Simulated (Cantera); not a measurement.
Input: 1 mol SiH2Cl2, 14 mol N2, 26 mol H2, at 0.0133 bar.

Cantera equilibrium calculation (NASA polynomials, part measured and part estimated; ideal gas, pure solids and liquids). Candidate condensed phases: NH4Cl, Si, Si3N4; 28 gas species. The tables' values for SiCl, SiCl3 are old estimates; treat these amounts as uncertain. Gases not in the tables: Si2H6 and higher silanes. Rates play no part.

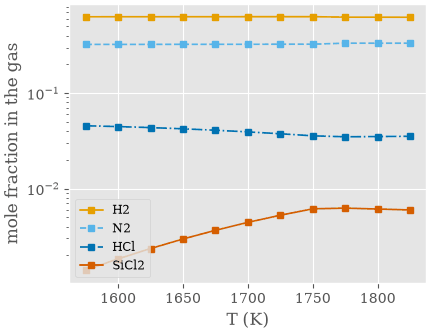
*Equilibrium gas composition (values under 1e-9 drawn at 1e-9)*

Question: Read off the mole fractions at 1575 K.

Answer: H2 about 0.63, N2 about 0.32, HCl about 0.045, SiCl2 about 0.0014.
